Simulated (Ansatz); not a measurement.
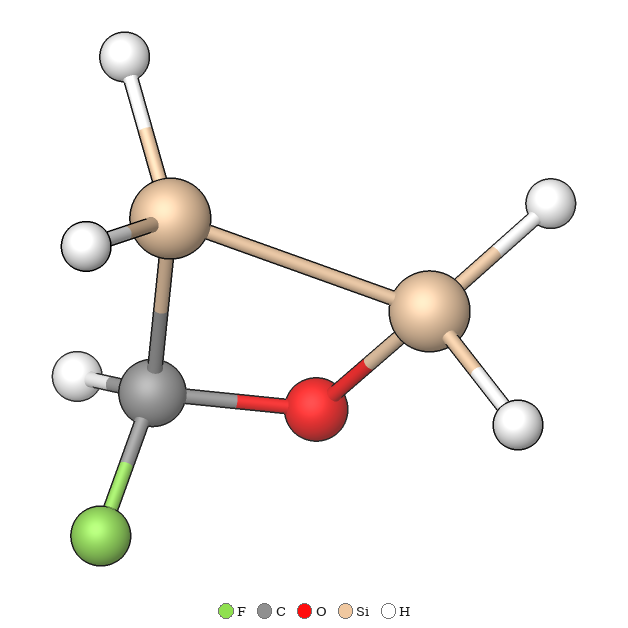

A ball-and-stick model of a molecule.

Computed geometry: PBE0-D4/def2-TZVP optimisation. No frequency run is at hand to confirm it as a minimum.

Count the atoms of each element.

CH₅FOSi₂, 10 atoms: 1 carbon, 5 hydrogen, 1 fluorine, 1 oxygen and 2 silicon.

Count the bonded pairs by element.

4 Si–H, 1 C–F, 1 C–O, 1 O–Si, 1 Si–Si, 1 C–Si, 1 C–H.

How many atoms are distinct by symmetry?

10: 1 F, 1 C, 1 O, 1 Si, 1 Si, 1 H, 1 H, 1 H, 1 H, 1 H.

Describe its rings.

Independent rings (smallest set): 1 of 4 members.

The parts below concern this one geometry. Atoms keep their numbers from picture to picture.

### Geometry

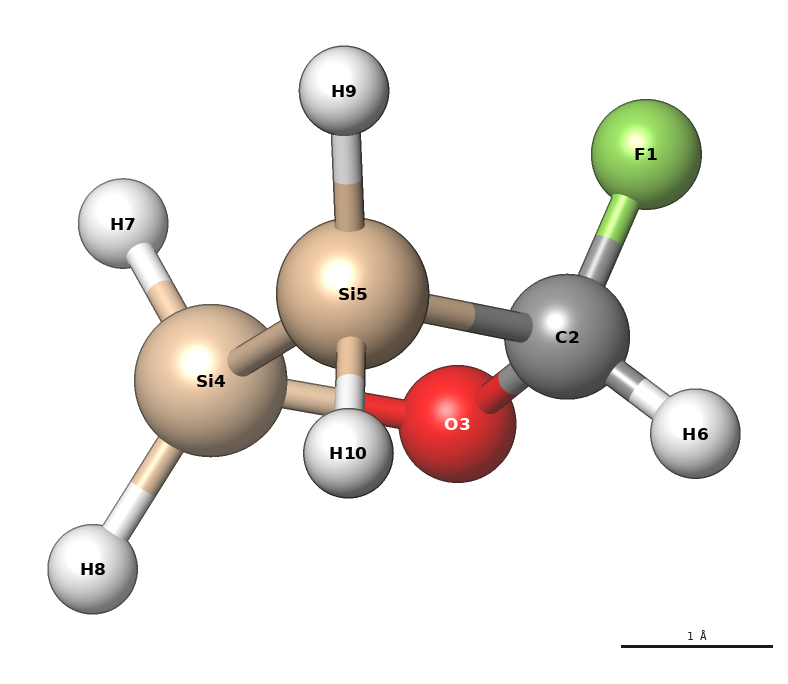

Numbered structure. No frequency run is at hand to confirm it as a minimum.

Which atoms are bonded, and how long are the bonds?

```
   bond  length (Å)   order
  F1–C2       1.383  single
  C2–O3       1.403  single
 C2–Si5       1.949  single
  C2–H6       1.093  single
 O3–Si4       1.690  single
Si4–Si5       2.321  single
 Si4–H7       1.486  single
 Si4–H8       1.485  single
 Si5–H9       1.484  single
Si5–H10       1.487  single
```

### Electronic properties

No frequency run is at hand to confirm it as a minimum. Level of theory: RKS PBE0-D4/def2-TZVPP (Ansatz 0.2.0).

Estimate the HOMO energy (Kohn–Sham orbital).

−7.87 eV.

Estimate the HOMO–LUMO gap.

7.32 eV.

What is the dispersion correction?

−19.0 kJ/mol.

### Charges

The questions are on Mulliken charges. No frequency run is at hand to confirm it as a minimum. Method: RKS PBE-D4/def2-TZVPP (Ansatz 0.2.0).

Which atom carries the highest charge (most positive or least negative)?

Si4 (0.31 e).

And the lowest?

O3 (−0.28 e).

Give the Mulliken charges atom by atom.

| atom | value (e) |
| --- | --- |
| F1 | −0.18 |
| C2 | 0.18 |
| O3 | −0.28 |
| Si4 | 0.31 |
| Si5 | 0.09 |
| H6 | 0.07 |
| H7 | −0.06 |
| H8 | −0.06 |
| H9 | −0.04 |
| H10 | −0.04 |

### Dipole moment

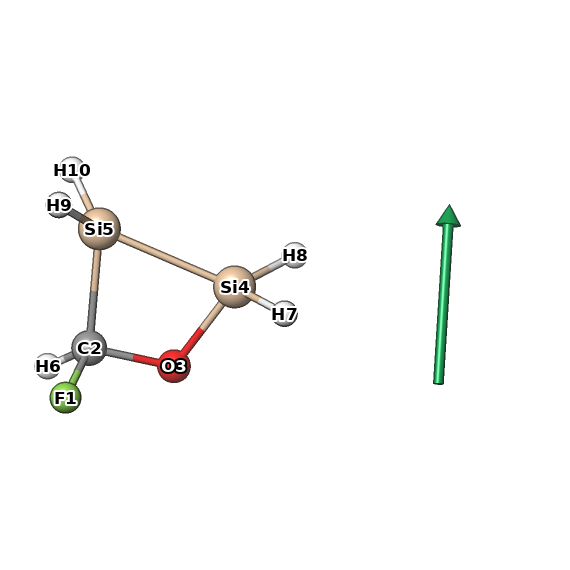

The arrow beside the molecule shows the direction of the dipole moment, from the negative to the positive end (its length means nothing). No frequency run is at hand to confirm it as a minimum. Method: RKS B3LYP-D4/def2-TZVPP (Ansatz 0.2.0).

How large is the dipole moment?

2.26 D; it points from the side of F1 to the side of H10 (the outermost atoms at the two ends).

Mulliken values depend strongly on the basis set and can even reverse the polarity of a bond.
